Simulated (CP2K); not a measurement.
# CH7ClSi2 (SMILES [SiH3]C([SiH3])Cl) at MNDO

Aim: the vertical singlet–triplet gap of CH7ClSi2 at MNDO, from 2 runs. 

The results are computed with CP2K 2026.2.

3 further runs of the same task are left out: 3 set aside as unsound or not needed.

### 1 The structure to begin with

CH7ClSi2: 11 atoms, total charge 0, spin state singlet. SMILES: `[SiH3]C([SiH3])Cl`. Geometry: relaxed at GFN2-xTB.

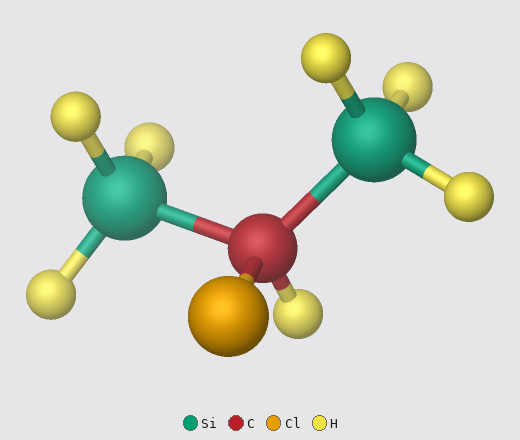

Viewed from a chosen angle; silicon teal, carbon red, chlorine amber, hydrogen yellow.

### 2 The energy at MNDO

mol.inp reads:

```
&GLOBAL
  PROJECT mol
  RUN_TYPE ENERGY
  PRINT_LEVEL MEDIUM
&END GLOBAL

&FORCE_EVAL
  METHOD QUICKSTEP
  &DFT
    CHARGE 0
    MULTIPLICITY 1
    ! Quickstep
    &QS
      METHOD MNDO
      EPS_DEFAULT 1.0E-10
      &SE
        &COULOMB
          CUTOFF [angstrom] 50
          RC_RANGE [angstrom] 0
        &END COULOMB
        &EXCHANGE
          CUTOFF [angstrom] 50
          RC_RANGE [angstrom] 0
        &END EXCHANGE
      &END SE
    &END QS
    ! cluster boundary conditions
    &POISSON
      PERIODIC NONE
      POISSON_SOLVER ANALYTIC
    &END POISSON
    &SCF
      SCF_GUESS ATOMIC
      EPS_SCF 1.0E-07
      MAX_SCF 100
      ADDED_MOS 4
      &DIAGONALIZATION
        ALGORITHM STANDARD
      &END DIAGONALIZATION
      &MIXING
        METHOD DIRECT_P_MIXING
        ALPHA 0.4
      &END MIXING
    &END SCF
    ! extra output
    &PRINT
      &MOMENTS
        PERIODIC F
        REFERENCE COM
        MAX_MOMENT 1
      &END MOMENTS
      &MO ON
        ENERGIES T
        OCCUPATION_NUMBERS T
        NDIGITS 6
        &EACH
          QS_SCF 0
        &END EACH
        ADD_LAST NUMERIC
      &END MO
      &HIRSHFELD OFF
      &END HIRSHFELD
    &END PRINT
  &END DFT
  &SUBSYS
    &CELL
      ABC [angstrom] 14.2 14.9 13.3
      PERIODIC NONE
    &END CELL
    &COORD
      Si    -0.580400     1.542520     0.248150
      C     -0.366980    -0.177970    -0.548300
      Si     1.010430    -1.320470     0.113080
      Cl    -1.922420    -1.054510    -0.288200
      H      0.644760     2.301360    -0.008630
      H     -0.795940     1.361160     1.680960
      H     -1.733150     2.196580    -0.369010
      H     -0.280470    -0.078850    -1.630610
      H      0.800400    -1.510760     1.545290
      H      0.932400    -2.597060    -0.594840
      H      2.291380    -0.662000    -0.147880
    &END COORD
    &TOPOLOGY
      &CENTER_COORDINATES
      &END CENTER_COORDINATES
    &END TOPOLOGY
  &END SUBSYS
&END FORCE_EVAL
```

On the command line:

```sh
$ OMP_NUM_THREADS=1 cp2k.psmp -i mol.inp -o mol.out
```

What it wrote (excerpt; [...] marks lines left out):

```text
CP2K| version string:                                       CP2K version 2026.2
[...]
 GLOBAL| Method name                                                        CP2K
[...]
 GLOBAL| Run type                                                         ENERGY
[...]
                             - Atoms:                                         11
[...]
                             - Spherical basis functions:                     23
[...]
 Number of electrons:                                                         26
[...]
     1 P_Mix/Diag. 0.40E+00    0.0     0.86516329       -22.8496678935 -2.28E+01
[...]
    19 DIIS/Diag.  0.56E-07    0.0     0.00000009       -27.8244827677 -4.26E-13
  *** SCF run converged in    19 steps ***
  Core-core repulsion energy [eV]:                           1476.91113901979998
  Core Hamiltonian energy [eV]:                             -1145.12300754392845
  Two-electron integral energy [eV]:                        -2177.86162535461426
  Electronic energy [eV]:                                   -2234.05382022123558
  Total energy [eV]:                                         -757.14268120143572
  Atomic reference energy [eV]:                               756.52462990136235
  Heat of formation [kcal/mol]:                               -14.25260269713949
[...]
 SE_DIPOLE| Moment [Debye]         -1.85364118      -1.03163404      -0.00146416
 SE_DIPOLE| Derivative [a.u.]       0.00000000       0.00000000       0.00000000
 ENERGY| Total FORCE_EVAL ( QS ) energy [hartree]            -27.824482767678504
[...]
```

Run time: 0.26 s. Hardware: 1 thread of Arm Neoverse V1, shared host.

### 3 The triplet, same level

calc.inp reads:

```
&FORCE_EVAL
 METHOD QUICKSTEP
 &DFT
  MULTIPLICITY 3
  UKS T
  &QS
   METHOD MNDO
   EPS_DEFAULT 1.0E-10
   &SE
    &COULOMB
     CUTOFF [angstrom] 50
     RC_RANGE [angstrom] 0
    &END COULOMB
    &EXCHANGE
     CUTOFF [angstrom] 50
     RC_RANGE [angstrom] 0
    &END EXCHANGE
   &END SE
  &END QS
  &POISSON
   PERIODIC NONE
   POISSON_SOLVER ANALYTIC
  &END POISSON
  &SCF
   SCF_GUESS ATOMIC
   EPS_SCF 1.0E-07
   MAX_SCF 150
   ADDED_MOS 8
   &DIAGONALIZATION
    ALGORITHM STANDARD
   &END DIAGONALIZATION
   &MIXING
    METHOD DIRECT_P_MIXING
    ALPHA 0.4
   &END MIXING
  &END SCF
  &PRINT
   &MOMENTS
    PERIODIC F
    REFERENCE COM
    MAX_MOMENT 1
   &END MOMENTS
   &MO ON
    ENERGIES T
    OCCUPATION_NUMBERS T
    NDIGITS 6
    &EACH
     QS_SCF 0
    &END EACH
    ADD_LAST NUMERIC
   &END MO
   &HIRSHFELD OFF
   &END HIRSHFELD
  &END PRINT
 &END DFT
 &SUBSYS
  &CELL
   ABC 14.2 14.9 13.3
   PERIODIC NONE
  &END CELL
  &COORD
   Si    -0.580400     1.542520     0.248150
   C     -0.366980    -0.177970    -0.548300
   Si     1.010430    -1.320470     0.113080
   Cl    -1.922420    -1.054510    -0.288200
   H      0.644760     2.301360    -0.008630
   H     -0.795940     1.361160     1.680960
   H     -1.733150     2.196580    -0.369010
   H     -0.280470    -0.078850    -1.630610
   H      0.800400    -1.510760     1.545290
   H      0.932400    -2.597060    -0.594840
   H      2.291380    -0.662000    -0.147880
  &END COORD
  &TOPOLOGY
   &CENTER_COORDINATES
   &END CENTER_COORDINATES
  &END TOPOLOGY
 &END SUBSYS
&END FORCE_EVAL
&GLOBAL
 PROJECT calc
 RUN_TYPE ENERGY
 PRINT_LEVEL MEDIUM
&END GLOBAL
```

On the command line:

```sh
$ OMP_NUM_THREADS=1 cp2k.psmp -i calc.inp -o calc.out
```

What it wrote (excerpt; [...] marks lines left out):

```text
CP2K| version string:                                       CP2K version 2026.2
[...]
 GLOBAL| Method name                                                        CP2K
[...]
 GLOBAL| Run type                                                         ENERGY
[...]
                             - Atoms:                                         11
[...]
                             - Spherical basis functions:                     23
[...]
 Number of electrons:                                                         14
[...]
     1 P_Mix/Diag. 0.40E+00    0.0     0.43543228       -22.8496678935 -2.28E+01
[...]
    28 DIIS/Diag.  0.79E-07    0.0     0.00000005       -27.6980860693 -1.07E-13
  *** SCF run converged in    28 steps ***
  Core-core repulsion energy [eV]:                           1476.91113901979998
  Core Hamiltonian energy [eV]:                             -1143.11937269752616
  Two-electron integral energy [eV]:                        -2174.99003689369283
  Electronic energy [eV]:                                   -2230.61439114437280
  Total energy [eV]:                                         -753.70325212457260
  Atomic reference energy [eV]:                               756.52462990136235
  Heat of formation [kcal/mol]:                                65.06252232840703
[...]
 SE_DIPOLE| Moment [Debye]         -2.75207373      -1.50905810      -0.46815536
 SE_DIPOLE| Derivative [a.u.]       0.00000000       0.00000000       0.00000000
 ENERGY| Total FORCE_EVAL ( QS ) energy [hartree]            -27.698086069333655
[...]
```

It took 0.3 s on 1 thread of Arm Neoverse V1, shared host.

### 4 Results

At MNDO:

```
                                        quantity           value
                           singlet: total energy    -27.82448 Eh
                          singlet: dipole moment          2.12 D
                            singlet: HOMO energy       -10.52 eV
                            singlet: LUMO energy         0.95 eV
                          singlet: HOMO–LUMO gap        11.48 eV
                      singlet: heat of formation  -14.3 kcal/mol
                           triplet: total energy    -27.69809 Eh
                          triplet: dipole moment          3.17 D
     triplet: HOMO energy (highest over α and β)        -7.29 eV
      triplet: LUMO energy (lowest over α and β)        -2.74 eV
                      triplet: heat of formation   65.1 kcal/mol
vertical energy of the triplet above the singlet        3.439 eV
```

What this shows: At this shape the triplet lies 3.44 eV (79 kcal/mol) above the singlet.
